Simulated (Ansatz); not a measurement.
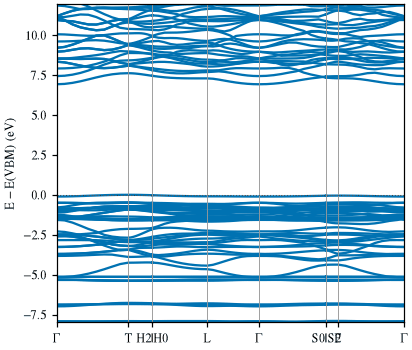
Fig. 1. Band structure from DFT-r²SCAN+D4 in the program Ansatz with PAW potentials

### Question
Read off the gap and where the band edges lie.

### Answer
About 6.9 eV (6.92 eV by a search for the band edges); maximum at T, minimum at Γ.

The material is Si2H2O3 in space group R-3 (No. 148; Pearson symbol hR28).

The first step of the workflow began from a Materials Project structure, measured or hypothetical; the Crystallography Open Database files this formula in space group No. 148, but the cells were not matched. Its standing as an ambient phase is unchecked. Symmetry was held in the r²SCAN+D4 relaxation; its stability against distortions is not shown here.

Potentials: the later of the program's two PAW sets.
